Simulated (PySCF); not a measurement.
# SnN: bond curves at several levels of theory, part 2 of 2

PySCF 2.14.0; Sn x2c-TZVPPall, N x2c-TZVPPall; spin-free X2C with a Gaussian nucleus. The steps go on from the part before.

### Step 8. BLYP

Log of the SCF at 1.961 Å:

```text
******** <class 'pyscf.dft.uks_symm.SymAdaptedUKS'> ********
method = SymAdaptedUKS
initial guess = minao
damping factor = 0
level_shift factor = 0
DIIS = <class 'pyscf.scf.diis.CDIIS'>
diis_start_cycle = 1
diis_space = 10
diis_damp = 0
SCF conv_tol = 1e-09
SCF conv_tol_grad = None
SCF max_cycles = 60
direct_scf = False
max_memory 2100 MB (current use 770 MB)
number electrons alpha = 29  beta = 28
XC library pyscf.dft.libxc version 7.0.0
    S. Lehtola, C. Steigemann, M. J.T. Oliveira, and M. A.L. Marques.,  SoftwareX 7, 1–5 (2018)
XC functionals = BLYP
    A. D. Becke.,  Phys. Rev. A 38, 3098 (1988)
    C. Lee, W. Yang, and R. G. Parr.,  Phys. Rev. B 37, 785 (1988)
    B. Miehlich, A. Savin, H. Stoll, and H. Preuss.,  Chem. Phys. Lett. 157, 200 (1989)
small_rho_cutoff = 0
Set gradient conv threshold to 3.16228e-05
init E= -6231.39509914369
cycle= 1 E= -6231.39996051318  delta_E= -0.00486  |g|= 0.0378  |ddm|= 0.164
cycle= 2 E= -6231.39494473003  delta_E= 0.00502  |g|= 0.0993  |ddm|= 0.12
cycle= 3 E= -6231.39959696512  delta_E= -0.00465  |g|= 0.051  |ddm|= 0.11
cycle= 4 E= -6231.40071401474  delta_E= -0.00112  |g|= 0.0122  |ddm|= 0.0464
cycle= 5 E= -6231.40083204544  delta_E= -0.000118  |g|= 0.00349  |ddm|= 0.0175
cycle= 6 E= -6231.40086617721  delta_E= -3.41e-05  |g|= 0.00119  |ddm|= 0.0194
cycle= 7 E= -6231.40086770163  delta_E= -1.52e-06  |g|= 0.000383  |ddm|= 0.00352
cycle= 8 E= -6231.4008677897  delta_E= -8.81e-08  |g|= 1.99e-05  |ddm|= 0.000355
cycle= 9 E= -6231.40086778987  delta_E= -1.76e-10  |g|= 8.12e-06  |ddm|= 3.08e-05
Extra cycle  E= -6231.40086778988  delta_E= -2.73e-12  |g|= 8.18e-06  |ddm|= 1.73e-05
converged SCF energy = -6231.40086778988  <S^2> = 0.76806066  2S+1 = 2.0179798
```

Re = 1.989 Å, ωe = 670 cm⁻¹, ωexe = 3.86 cm⁻¹, αe = 0.00238 cm⁻¹, Be = 0.3397 cm⁻¹, De = 3.33 eV, μ = -3.42 D. 9.7 s of CPU time for 12 points, integrals apart.

### Step 9. M06-L (meta-GGA)

The SCF at the reference distance, 1.961 Å, printed:

```text
******** <class 'pyscf.dft.uks_symm.SymAdaptedUKS'> ********
method = SymAdaptedUKS
initial guess = minao
damping factor = 0
level_shift factor = 0
DIIS = <class 'pyscf.scf.diis.CDIIS'>
diis_start_cycle = 1
diis_space = 10
diis_damp = 0
SCF conv_tol = 1e-09
SCF conv_tol_grad = None
SCF max_cycles = 60
direct_scf = False
max_memory 2100 MB (current use 771 MB)
number electrons alpha = 29  beta = 28
XC library pyscf.dft.libxc version 7.0.0
    S. Lehtola, C. Steigemann, M. J.T. Oliveira, and M. A.L. Marques.,  SoftwareX 7, 1–5 (2018)
XC functionals = M06L
    Y. Zhao and D. G. Truhlar.,  J. Chem. Phys. 125, 194101 (2006)
    Y. Zhao and D. G. Truhlar.,  J. Chem. Phys. 125, 194101 (2006)
    Y. Zhao and D. G. Truhlar.,  Theor. Chem. Acc. 120, 215 (2008)
small_rho_cutoff = 0
Set gradient conv threshold to 3.16228e-05
init E= -6231.08538595455
cycle= 1 E= -6231.08785303024  delta_E= -0.00247  |g|= 0.0577  |ddm|= 0.21
cycle= 2 E= -6231.04729830971  delta_E= 0.0406  |g|= 0.265  |ddm|= 0.251
cycle= 3 E= -6231.08948386704  delta_E= -0.0422  |g|= 0.0242  |ddm|= 0.22
cycle= 4 E= -6231.08968529241  delta_E= -0.000201  |g|= 0.00381  |ddm|= 0.0204
cycle= 5 E= -6231.08971832154  delta_E= -3.3e-05  |g|= 0.00216  |ddm|= 0.0122
cycle= 6 E= -6231.08973274376  delta_E= -1.44e-05  |g|= 0.00117  |ddm|= 0.00918
cycle= 7 E= -6231.08973692104  delta_E= -4.18e-06  |g|= 0.000328  |ddm|= 0.0066
cycle= 8 E= -6231.0897371749  delta_E= -2.54e-07  |g|= 7.36e-05  |ddm|= 0.00173
cycle= 9 E= -6231.08973718438  delta_E= -9.48e-09  |g|= 4.55e-05  |ddm|= 0.000363
cycle= 10 E= -6231.08973718577  delta_E= -1.39e-09  |g|= 7.94e-06  |ddm|= 6e-05
cycle= 11 E= -6231.08973718583  delta_E= -5.46e-11  |g|= 1.52e-06  |ddm|= 1.27e-05
Extra cycle  E= -6231.08973718579  delta_E= 3.91e-11  |g|= 7.24e-06  |ddm|= 7.34e-06
converged SCF energy = -6231.08973718579  <S^2> = 0.78586358  2S+1 = 2.0355477
```

Re = 1.967 Å, ωe = 703 cm⁻¹, ωexe = 4.79 cm⁻¹, αe = 0.00250 cm⁻¹, Be = 0.3475 cm⁻¹, De = 3.03 eV, μ = -3.55 D. 27 s of CPU time for 12 points, integrals apart.

### Step 10. revPBE

Output of the SCF at 1.961 Å:

```text
******** <class 'pyscf.dft.uks_symm.SymAdaptedUKS'> ********
method = SymAdaptedUKS
initial guess = minao
damping factor = 0
level_shift factor = 0
DIIS = <class 'pyscf.scf.diis.CDIIS'>
diis_start_cycle = 1
diis_space = 10
diis_damp = 0
SCF conv_tol = 1e-09
SCF conv_tol_grad = None
SCF max_cycles = 60
direct_scf = False
max_memory 2100 MB (current use 771 MB)
number electrons alpha = 29  beta = 28
XC library pyscf.dft.libxc version 7.0.0
    S. Lehtola, C. Steigemann, M. J.T. Oliveira, and M. A.L. Marques.,  SoftwareX 7, 1–5 (2018)
XC functionals = PBE_R,PBE
    Y. Zhang and W. Yang.,  Phys. Rev. Lett. 80, 890 (1998)
    J. P. Perdew, K. Burke, and M. Ernzerhof.,  Phys. Rev. Lett. 77, 3865 (1996)
    J. P. Perdew, K. Burke, and M. Ernzerhof.,  Phys. Rev. Lett. 78, 1396 (1997)
small_rho_cutoff = 0
Set gradient conv threshold to 3.16228e-05
init E= -6231.01523459517
cycle= 1 E= -6231.01639058273  delta_E= -0.00116  |g|= 0.0449  |ddm|= 0.125
cycle= 2 E= -6230.98642230627  delta_E= 0.03  |g|= 0.231  |ddm|= 0.235
cycle= 3 E= -6231.01771388036  delta_E= -0.0313  |g|= 0.0207  |ddm|= 0.169
cycle= 4 E= -6231.01800163571  delta_E= -0.000288  |g|= 0.00545  |ddm|= 0.0188
cycle= 5 E= -6231.01805596564  delta_E= -5.43e-05  |g|= 0.00287  |ddm|= 0.0145
cycle= 6 E= -6231.01809299914  delta_E= -3.7e-05  |g|= 0.00101  |ddm|= 0.0223
cycle= 7 E= -6231.01809460006  delta_E= -1.6e-06  |g|= 0.000143  |ddm|= 0.00415
cycle= 8 E= -6231.01809461776  delta_E= -1.77e-08  |g|= 1.93e-05  |ddm|= 0.000373
cycle= 9 E= -6231.01809461793  delta_E= -1.65e-10  |g|= 9.26e-06  |ddm|= 3.87e-05
Extra cycle  E= -6231.01809461718  delta_E= 7.5e-10  |g|= 3.69e-05  |ddm|= 3.58e-05
converged SCF energy = -6231.01809461718  <S^2> = 0.7731362  2S+1 = 2.0230039
```

Re = 1.982 Å, ωe = 677 cm⁻¹, ωexe = 4.50 cm⁻¹, αe = 0.00248 cm⁻¹, Be = 0.3421 cm⁻¹, De = 3.03 eV, μ = -3.33 D.

### Step 11. B3LYP (global hybrid GGA)

Log of the SCF at 1.961 Å:

```text
******** <class 'pyscf.dft.uks_symm.SymAdaptedUKS'> ********
method = SymAdaptedUKS
initial guess = minao
damping factor = 0
level_shift factor = 0
DIIS = <class 'pyscf.scf.diis.CDIIS'>
diis_start_cycle = 1
diis_space = 10
diis_damp = 0
SCF conv_tol = 1e-09
SCF conv_tol_grad = None
SCF max_cycles = 60
direct_scf = False
max_memory 2100 MB (current use 771 MB)
number electrons alpha = 29  beta = 28
XC library pyscf.dft.libxc version 7.0.0
    S. Lehtola, C. Steigemann, M. J.T. Oliveira, and M. A.L. Marques.,  SoftwareX 7, 1–5 (2018)
XC functionals = B3LYP
    P. J. Stephens, F. J. Devlin, C. F. Chabalowski, and M. J. Frisch.,  J. Phys. Chem. 98, 11623 (1994)
small_rho_cutoff = 0
Set gradient conv threshold to 3.16228e-05
init E= -6231.26825087333
cycle= 1 E= -6231.26897909392  delta_E= -0.000728  |g|= 0.0263  |ddm|= 0.0661
cycle= 2 E= -6231.26636532158  delta_E= 0.00261  |g|= 0.0741  |ddm|= 0.0726
cycle= 3 E= -6231.26918034869  delta_E= -0.00282  |g|= 0.0143  |ddm|= 0.0666
cycle= 4 E= -6231.26929796465  delta_E= -0.000118  |g|= 0.00292  |ddm|= 0.0102
cycle= 5 E= -6231.26931688364  delta_E= -1.89e-05  |g|= 0.00143  |ddm|= 0.00643
cycle= 6 E= -6231.26934267426  delta_E= -2.58e-05  |g|= 0.00104  |ddm|= 0.0156
cycle= 7 E= -6231.2693492264  delta_E= -6.55e-06  |g|= 0.000503  |ddm|= 0.00985
cycle= 8 E= -6231.26934977521  delta_E= -5.49e-07  |g|= 8.01e-05  |ddm|= 0.0026
cycle= 9 E= -6231.26934980289  delta_E= -2.77e-08  |g|= 2.49e-05  |ddm|= 0.000657
cycle= 10 E= -6231.26934980384  delta_E= -9.46e-10  |g|= 2.99e-06  |ddm|= 8.75e-05
Extra cycle  E= -6231.26934980385  delta_E= -9.09e-12  |g|= 4.57e-06  |ddm|= 6.88e-06
converged SCF energy = -6231.26934980385  <S^2> = 0.81189753  2S+1 = 2.0609682
```

Re = 1.962 Å, ωe = 689 cm⁻¹, ωexe = 6.41 cm⁻¹, αe = 0.00305 cm⁻¹, Be = 0.3492 cm⁻¹, De = 2.84 eV, μ = -3.60 D.

### Step 12. ωB97M-V (range-separated hybrid)

The SCF at the reference distance, 1.961 Å, printed:

```text
******** <class 'pyscf.dft.uks_symm.SymAdaptedUKS'> ********
method = SymAdaptedUKS
initial guess = minao
damping factor = 0
level_shift factor = 0
DIIS = <class 'pyscf.scf.diis.CDIIS'>
diis_start_cycle = 1
diis_space = 10
diis_damp = 0
SCF conv_tol = 1e-09
SCF conv_tol_grad = None
SCF max_cycles = 60
direct_scf = False
max_memory 2100 MB (current use 772 MB)
number electrons alpha = 29  beta = 28
XC library pyscf.dft.libxc version 7.0.0
    S. Lehtola, C. Steigemann, M. J.T. Oliveira, and M. A.L. Marques.,  SoftwareX 7, 1–5 (2018)
XC functionals = WB97M_V
    N. Mardirossian and M. Head-Gordon.,  J. Chem. Phys. 144, 214110 (2016)
** Following is NLC and NLC Grids **
NLC functional = WB97M_V
small_rho_cutoff = 0
Set gradient conv threshold to 3.16228e-05
init E= -6230.75670939296
cycle= 1 E= -6230.75813274262  delta_E= -0.00142  |g|= 0.0117  |ddm|= 0.0945
cycle= 2 E= -6230.75821109188  delta_E= -7.83e-05  |g|= 0.00775  |ddm|= 0.0177
cycle= 3 E= -6230.75822808316  delta_E= -1.7e-05  |g|= 0.00232  |ddm|= 0.00776
cycle= 4 E= -6230.75823265162  delta_E= -4.57e-06  |g|= 0.00207  |ddm|= 0.00412
cycle= 5 E= -6230.75823550078  delta_E= -2.85e-06  |g|= 0.000474  |ddm|= 0.00194
cycle= 6 E= -6230.75823642801  delta_E= -9.27e-07  |g|= 0.000206  |ddm|= 0.00163
cycle= 7 E= -6230.7582367258  delta_E= -2.98e-07  |g|= 0.000102  |ddm|= 0.00114
cycle= 8 E= -6230.75823678592  delta_E= -6.01e-08  |g|= 8.01e-05  |ddm|= 0.000393
cycle= 9 E= -6230.75823683425  delta_E= -4.83e-08  |g|= 6.31e-05  |ddm|= 0.000381
cycle= 10 E= -6230.75823690063  delta_E= -6.64e-08  |g|= 3.45e-05  |ddm|= 0.000756
cycle= 11 E= -6230.75823692506  delta_E= -2.44e-08  |g|= 1.4e-05  |ddm|= 0.000609
cycle= 12 E= -6230.75823692741  delta_E= -2.35e-09  |g|= 3.5e-06  |ddm|= 0.000199
cycle= 13 E= -6230.75823692749  delta_E= -7.64e-11  |g|= 1.2e-06  |ddm|= 3.17e-05
Extra cycle  E= -6230.75823692749  delta_E= -5.46e-12  |g|= 7.5e-07  |ddm|= 3.25e-06
converged SCF energy = -6230.75823692749  <S^2> = 0.86340418  2S+1 = 2.1103594
```

Re = 1.936 Å, ωe = 719 cm⁻¹, ωexe = 8.43 cm⁻¹, αe = 0.00360 cm⁻¹, Be = 0.3587 cm⁻¹, De = 2.59 eV, μ = -3.68 D.

### Step 13. ROHF

Log of the SCF at 1.961 Å:

```text
******** <class 'pyscf.scf.hf_symm.SymAdaptedROHF'> ********
method = SymAdaptedROHF
initial guess = minao
damping factor = 0
level_shift factor = 0
DIIS = <class 'pyscf.scf.diis.CDIIS'>
diis_start_cycle = 1
diis_space = 10
diis_damp = 0
SCF conv_tol = 1e-09
SCF conv_tol_grad = None
SCF max_cycles = 60
direct_scf = False
max_memory 2100 MB (current use 854 MB)
num. doubly occ = 28  num. singly occ = 1
Overwritten attributes  get_j get_jk get_k get_occ get_hcore  of <class 'pyscf.scf.hf_symm.SymAdaptedROHF'>
<class 'pyscf.scf.hf_symm.SymAdaptedROHF'> does not have attributes  refdm
Set gradient conv threshold to 3.16228e-05
init E= -6228.13980530863
cycle= 1 E= -6228.14476132681  delta_E= -0.00496  |g|= 0.0684  |ddm|= 0.36
cycle= 2 E= -6228.14549142567  delta_E= -0.00073  |g|= 0.0582  |ddm|=  0.1
cycle= 3 E= -6228.14669340871  delta_E= -0.0012  |g|= 0.0246  |ddm|= 0.057
cycle= 4 E= -6228.14690360943  delta_E= -0.00021  |g|= 0.00516  |ddm|= 0.0204
cycle= 5 E= -6228.14692745479  delta_E= -2.38e-05  |g|= 0.00207  |ddm|= 0.00952
cycle= 6 E= -6228.14693601837  delta_E= -8.56e-06  |g|= 0.0014  |ddm|= 0.00516
cycle= 7 E= -6228.14694080787  delta_E= -4.79e-06  |g|= 0.000596  |ddm|= 0.00497
cycle= 8 E= -6228.14694172257  delta_E= -9.15e-07  |g|= 0.000204  |ddm|= 0.00267
cycle= 9 E= -6228.14694177795  delta_E= -5.54e-08  |g|= 4.08e-05  |ddm|= 0.00058
cycle= 10 E= -6228.14694177957  delta_E= -1.62e-09  |g|= 1.73e-05  |ddm|= 8.96e-05
cycle= 11 E= -6228.14694177996  delta_E= -3.91e-10  |g|= 7.34e-06  |ddm|= 3.68e-05
Extra cycle  E= -6228.14694177998  delta_E= -1.91e-11  |g|= 6.42e-06  |ddm|= 1.03e-05
converged SCF energy = -6228.14694177998
```

Re = 1.907 Å, ωe = 839 cm⁻¹, Be = 0.3699 cm⁻¹, De = -0.67 eV, μ = -4.30 D.

### Step 14. Correlated methods on the Hartree–Fock reference

Reference: ROHF; core orbitals frozen: 19; virtual orbitals above 20 hartree dropped in coupled cluster: 2. MP2 keeps all virtuals, so it differs from the MP2 energy in the coupled-cluster log.

Output of the coupled-cluster run at 1.961 Å:

```text
******** <class 'pyscf.cc.uccsd.UCCSD'> ********
CC2 = 0
CCSD nocc = (np.int64(10), np.int64(9)), nmo = (70, 70)
frozen orbitals [[0, 1, 2, 3, 4, 5, 6, 7, 8, 9, 10, 11, 12, 13, 14, 15, 16, 17, 18, 89, 90], [0, 1, 2, 3, 4, 5, 6, 7, 8, 9, 10, 11, 12, 13, 14, 15, 16, 17, 18, 89, 90]]
max_cycle = 80
direct = 0
conv_tol = 1e-07
conv_tol_normt = 1e-05
diis_space = 8
diis_start_cycle = 0
diis_start_energy_diff = 1e+09
max_memory 2100 MB (current use 959 MB)
Init t2, MP2 energy = -0.502369026799636
Init E_corr(UCCSD) = -0.505044655936402
cycle = 1  E_corr(UCCSD) = -0.474561188806561  dE = 0.0304834671  norm(t1,t2) = 0.158733
cycle = 2  E_corr(UCCSD) = -0.498339356825902  dE = -0.023778168  norm(t1,t2) = 0.0749903
cycle = 3  E_corr(UCCSD) = -0.495459798369407  dE = 0.00287955846  norm(t1,t2) = 0.0649653
cycle = 4  E_corr(UCCSD) = -0.497473425436949  dE = -0.00201362707  norm(t1,t2) = 0.0220813
cycle = 5  E_corr(UCCSD) = -0.498941580454469  dE = -0.00146815502  norm(t1,t2) = 0.00935204
cycle = 6  E_corr(UCCSD) = -0.498595384064923  dE = 0.00034619639  norm(t1,t2) = 0.00495869
cycle = 7  E_corr(UCCSD) = -0.498612005934578  dE = -1.66218697e-05  norm(t1,t2) = 0.00206685
cycle = 8  E_corr(UCCSD) = -0.498735553956239  dE = -0.000123548022  norm(t1,t2) = 0.00110043
cycle = 9  E_corr(UCCSD) = -0.498722213760366  dE = 1.33401959e-05  norm(t1,t2) = 0.000606715
cycle = 10  E_corr(UCCSD) = -0.498712125308598  dE = 1.00884518e-05  norm(t1,t2) = 0.000347057
cycle = 11  E_corr(UCCSD) = -0.498724033635616  dE = -1.1908327e-05  norm(t1,t2) = 0.00018399
cycle = 12  E_corr(UCCSD) = -0.498727440118634  dE = -3.40648302e-06  norm(t1,t2) = 0.000100332
cycle = 13  E_corr(UCCSD) = -0.498722723798911  dE = 4.71631972e-06  norm(t1,t2) = 5.6978e-05
cycle = 14  E_corr(UCCSD) = -0.49872292182207  dE = -1.9802316e-07  norm(t1,t2) = 3.0267e-05
cycle = 15  E_corr(UCCSD) = -0.49872204920878  dE = 8.7261329e-07  norm(t1,t2) = 1.60607e-05
cycle = 16  E_corr(UCCSD) = -0.498722197985961  dE = -1.48777181e-07  norm(t1,t2) = 8.35708e-06
cycle = 17  E_corr(UCCSD) = -0.498722442856358  dE = -2.44870398e-07  norm(t1,t2) = 4.73064e-06
cycle = 18  E_corr(UCCSD) = -0.498722372790376  dE = 7.00659824e-08  norm(t1,t2) = 2.65518e-06
UCCSD converged
E(UCCSD) = -6228.645664152767  E_corr = -0.498722372790376
UCCSD(T) correction = -0.0236356865452189
```

Correlation energy (eV) along the bond:

| R (Å) | MP2 | SCS-MP2 | CCSD | CCSD(T) | T1 |
| --- | --- | --- | --- | --- | --- |
| 1.687 | -13.454 | -12.444 | n/a | n/a | n/a |
| 1.765 | -13.508 | -12.506 | -13.369 | -13.923 | 0.026 |
| 1.843 | -13.588 | -12.592 | -13.437 | -14.024 | 0.029 |
| 1.902 | -13.664 | -12.671 | -13.500 | -14.114 | 0.031 |
| 1.961 | -13.749 | -12.760 | -13.571 | -14.214 | 0.034 |
| 2.020 | -13.844 | -12.857 | -13.650 | -14.323 | 0.037 |
| 2.098 | -13.982 | -12.999 | -13.766 | -14.480 | 0.043 |
| 2.196 | -14.175 | -13.195 | -13.933 | -14.695 | 0.052 |
| 2.314 | -14.432 | -13.454 | -14.175 | -14.980 | 0.070 |
| 2.471 | -14.054 | -13.112 | n/a | n/a | n/a |

ROHF-MP2: Re = 1.960 Å, ωe = 699 cm⁻¹, ωexe = 4.31 cm⁻¹, αe = 0.00255 cm⁻¹, Be = 0.3499 cm⁻¹, De = 2.50 eV.

ROHF-SCS-MP2: Re = 1.962 Å, ωe = 696 cm⁻¹, ωexe = 4.32 cm⁻¹, αe = 0.00257 cm⁻¹, Be = 0.3492 cm⁻¹, De = 2.52 eV.

ROHF-CCSD: Re = 1.949 Å, ωe = 725 cm⁻¹, ωexe = 4.27 cm⁻¹, αe = 0.00244 cm⁻¹, Be = 0.3539 cm⁻¹, De = 2.05 eV.

ROHF-CCSD(T): Re = 1.971 Å, ωe = 679 cm⁻¹, ωexe = 4.45 cm⁻¹, αe = 0.00265 cm⁻¹, Be = 0.3461 cm⁻¹, De = 2.45 eV.

### Step 15. All curves

Energy (eV) from each level's lowest point:

| R (Å) | ROHF | ROHF-MP2 | ROHF-SCS-MP2 | ROHF-CCSD | ROHF-CCSD(T) | PBE | revPBE | BLYP | r²SCAN | M06-L | B3LYP | PBE0 | ωB97M-V |
| --- | --- | --- | --- | --- | --- | --- | --- | --- | --- | --- | --- | --- | --- |
| 1.687 | 1.129 | 1.380 | 1.401 | n/a | n/a | 1.490 | 1.546 | 1.594 | 1.396 | 1.470 | 1.409 | 1.306 | 1.237 |
| 1.765 | 0.410 | 0.608 | 0.620 | 0.567 | 0.657 | 0.684 | 0.722 | 0.755 | 0.614 | 0.662 | 0.623 | 0.553 | 0.497 |
| 1.843 | 0.072 | 0.189 | 0.195 | 0.161 | 0.217 | 0.233 | 0.254 | 0.273 | 0.191 | 0.216 | 0.195 | 0.157 | 0.120 |
| 1.902 | 0.000 | 0.042 | 0.045 | 0.027 | 0.056 | 0.062 | 0.073 | 0.082 | 0.043 | 0.053 | 0.044 | 0.027 | 0.007 |
| 1.961 | 0.044 | 0.000 | 0.000 | 0.000 | 0.000 | 0.000 | 0.000 | 0.000 | 0.000 | 0.000 | 0.000 | 0.000 | 0.000 |
| 2.020 | 0.175 | 0.036 | 0.034 | 0.052 | 0.022 | 0.019 | 0.009 | 0.000 | 0.032 | 0.029 | 0.033 | 0.042 | 0.063 |
| 2.098 | 0.447 | 0.169 | 0.163 | 0.207 | 0.137 | 0.134 | 0.112 | 0.094 | 0.151 | 0.156 | 0.154 | 0.165 | 0.210 |
| 2.196 | 0.888 | 0.419 | 0.409 | 0.482 | 0.363 | 0.370 | 0.329 | 0.307 | 0.367 | 0.398 | 0.372 | 0.375 | 0.438 |
| 2.314 | 1.500 | 0.774 | 0.762 | 0.852 | 0.690 | 0.708 | 0.644 | 0.630 | 0.665 | 0.729 | 0.671 | 0.663 | 0.738 |
| 2.471 | 2.336 | 1.987 | 1.940 | n/a | n/a | 1.161 | 1.066 | 1.076 | 1.063 | 1.154 | 1.072 | 1.054 | 1.139 |

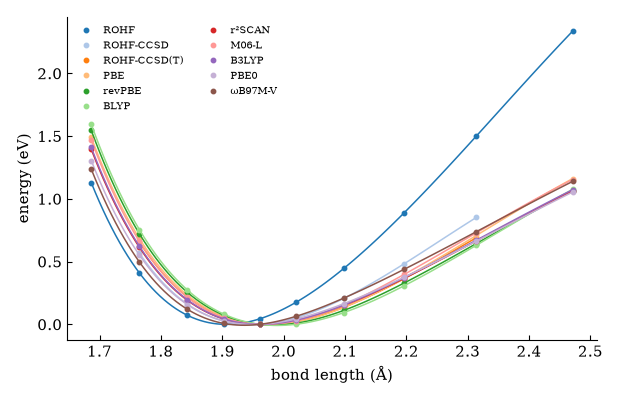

Curves of the followed state at each level, each from its own lowest point. Far from equilibrium a single determinant need not separate into the right atoms, and MP2 on it can jump. Curves with a jump are left out.

The whole job (state search and all levels along the bond) took 12 min on 1 thread of Intel Xeon Platinum 8488C (shared host), peak memory 2.5 GiB.

### Step 16. Results

This closing draws on all 2 parts.

Lowest PBE0 solution found, without spin–orbit coupling: ²Π (doublet), unpaired electrons π ↑. State 2 has its PBE0 minimum 0.08 eV higher. State 3 has its PBE0 minimum 1.14 eV higher. State 4 has its PBE0 minimum 1.59 eV higher. The other levels ran on the lowest alone.

| level | Re (Å) | ωe (cm⁻¹) | De (eV) | μ (D) |
| --- | --- | --- | --- | --- |
| ROHF | 1.907 | 839 | -0.67 | -4.30 |
| ROHF-MP2 | 1.960 | 699 | 2.50 | n/a |
| ROHF-SCS-MP2 | 1.962 | 696 | 2.52 | n/a |
| ROHF-CCSD | 1.949 | 725 | 2.05 | n/a |
| ROHF-CCSD(T) | 1.971 | 679 | 2.45 | n/a |
| PBE | 1.974 | 689 | 3.30 | -3.34 |
| revPBE | 1.982 | 677 | 3.03 | -3.33 |
| BLYP | 1.989 | 670 | 3.33 | -3.42 |
| r²SCAN | 1.962 | 682 | 2.70 | -3.36 |
| M06-L | 1.967 | 703 | 3.03 | -3.55 |
| B3LYP | 1.962 | 689 | 2.84 | -3.60 |
| PBE0 | 1.951 | 679 | 2.61 | -3.50 |
| ωB97M-V | 1.936 | 719 | 2.59 | -3.68 |

De is counted to Sn + N in their ground configurations. A positive dipole means Sn(−)N(+). ⟨S²⟩ is off the pure value of 0.75 by over a tenth at r²SCAN 0.84, PBE0 0.86, ωB97M-V 0.84.

Time per point (s) on 1 thread of Intel Xeon Platinum 8488C, shared host (CPU time, shared integrals of 2 s apart; correlated levels include their reference; CCSD comes with the CCSD(T) run); the times are rough: ROHF 1.6, ROHF-MP2 2.3, ROHF-SCS-MP2 2.3, ROHF-CCSD(T) 35, PBE 1.3, revPBE 0.82, BLYP 0.81, r²SCAN 1.7, M06-L 2.2, B3LYP 2.1, PBE0 2.8, ωB97M-V 9.5.

Bond lengths run from 1.907 Å (ROHF) to 1.989 Å (BLYP). Among the levels with a De in the table, it runs from -0.67 eV (ROHF) to 3.33 eV (BLYP).

Correlated steps freeze 19 core orbitals. Spin–orbit coupling is left out, which matters for elements this heavy, above all for dissociation energies. A negative De means that the minimum lies above the separated atoms at that level. T1 is 0.034 near the minimum (highest on the curve 0.070), which may point to more than one leading configuration.
